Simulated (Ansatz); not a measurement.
**CH5F3Si2 (SMILES F[SiH2]C[SiH](F)F): density, localisation and related maps**

```xyz
11

C    -0.3788   -0.3858   -0.9182
F    -1.8530   -2.7464   -0.5142
F     1.3982   -2.5205   -0.4694
F     2.2387   -0.6130   -2.0075
Si   -1.5724   -1.3015    0.1931
Si    0.9315   -1.4874   -1.6264
H    -2.8766   -0.5933    0.3062
H    -0.9806   -1.5390    1.5350
H    -0.9253    0.0993   -1.7465
H     0.1151    0.4179   -0.3414
H     0.5308   -2.2532   -2.8241
```

Geometry: r2SCAN-D4/def2-SVP.

The calculation used Ansatz, isolated molecule in a Gaussian basis; Kohn-Sham density functional theory, functional PBE0.

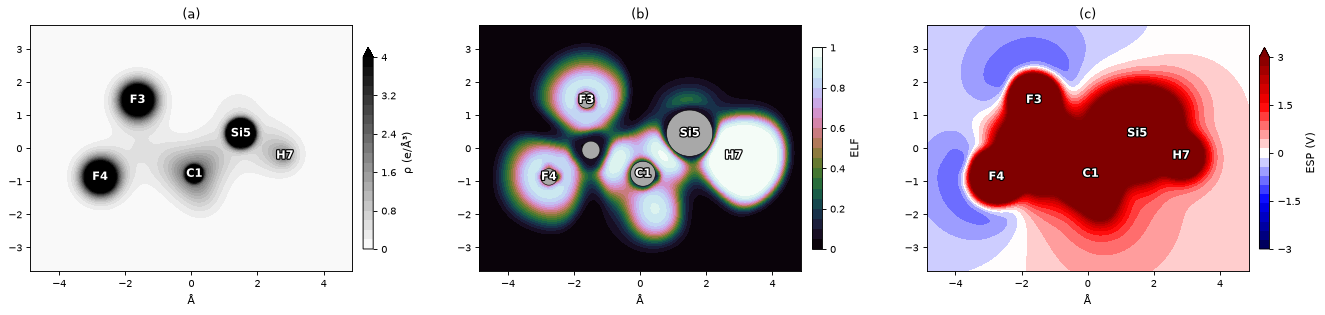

Figure 1. (a) total electron density; (b) ELF; (c) electrostatic potential on the plane of atoms C1, Si5 and H7. Grey discs cover the atomic cores in the ELF map.

> Describe what can be read from this map.

The plane passes through C, F, Si and H nuclei. C–Si (1.87 Å): the density is about 0.95 e/Å³ at the midpoint; the ELF peaks at about 0.95 between the atoms: a shared electron pair. Si–H (1.49 Å): the density is about 0.79 e/Å³ at the midpoint; the ELF climbs to about 1 towards the hydrogen, as it does in any bond to H. The ELF also peaks beside F4 and F3, away from the bonds: lone-pair regions. Outside the dense part of the molecule the potential is most negative (−1.0 V) near F3.

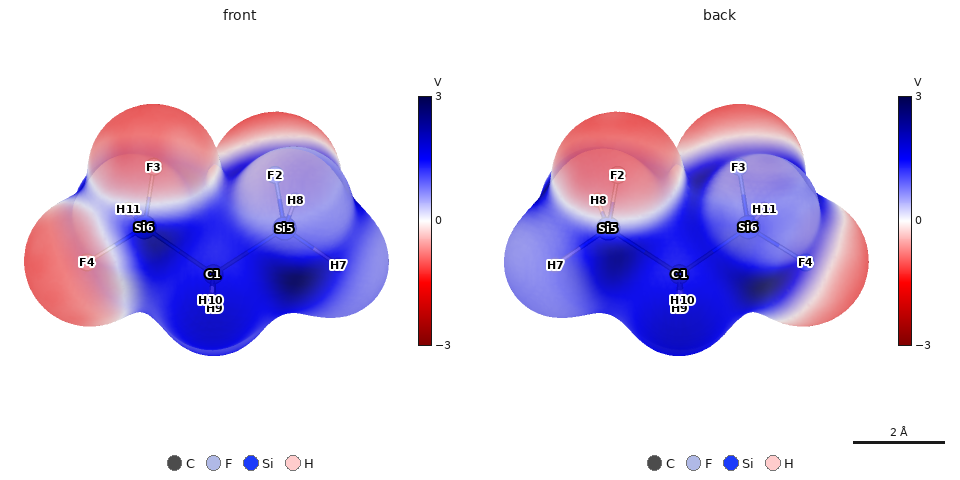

Figure 2. The electrostatic potential painted on the density surface at 0.004 e/bohr³, seen from the front and from behind; red is negative and blue positive.

> Where is the surface potential most negative and most positive?

The most negative region (about −1.0 V) lies over F2, F3 and F4, the most positive (about +2.8 V) over Si5 and Si6.

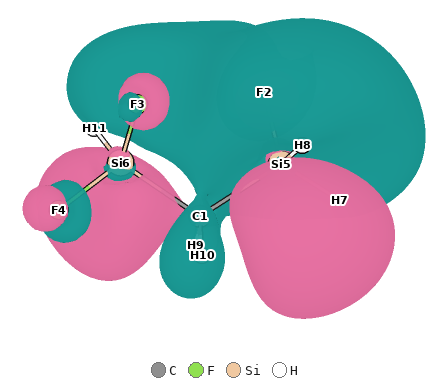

Figure 3. One frontier orbital at ±0.05 Å⁻³ᐟ² (teal and pink are the two phases), seen across its widest extent.

> Which orbital is it: HOMO or LUMO?

The LUMO, at −0.25 eV. Its weight (Hirshfeld) is mainly on Si5 (about 45 %), Si6 (about 15 %), F2 (about 10 %), H7 (about 5 %), C1 (about 5 %) and H8 (about 5 %).

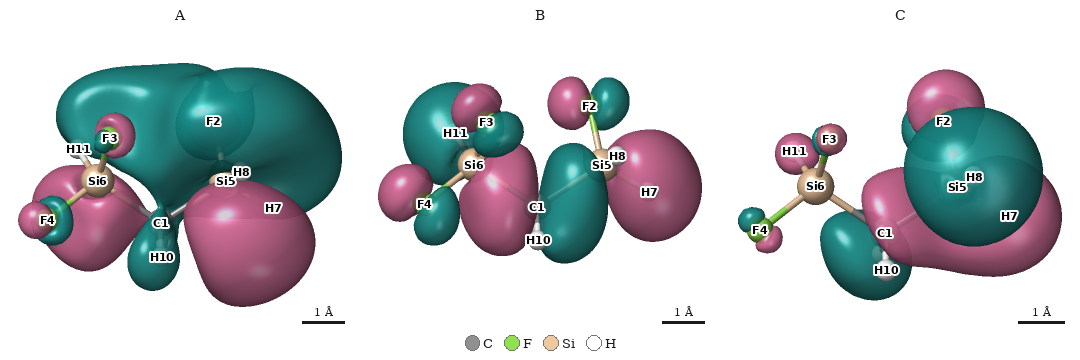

Figure 4. Three frontier orbitals at ±0.05 Å⁻³ᐟ² (teal and pink are the two phases), in no order.

> Which picture is the HOMO−1, the HOMO and the LUMO?

C is the HOMO−1 (−9.79 eV). Its weight (Hirshfeld) is mainly on Si5 (about 30 %), H8 (about 30 %), F2 (about 10 %), H7 (about 10 %) and C1 (about 10 %). B is the HOMO (−9.39 eV). It lies mainly on C1 (about 30 %), Si5 (about 15 %), Si6 (about 15 %), H7 (about 15 %), H11 (about 10 %) and F4 (about 5 %). A is the LUMO (−0.25 eV). It lies mainly on Si5 (about 45 %), Si6 (about 15 %), F2 (about 10 %), H7 (about 5 %), C1 (about 5 %) and H8 (about 5 %).

> What is the HOMO–LUMO gap?

9.14 eV between the orbital energies.
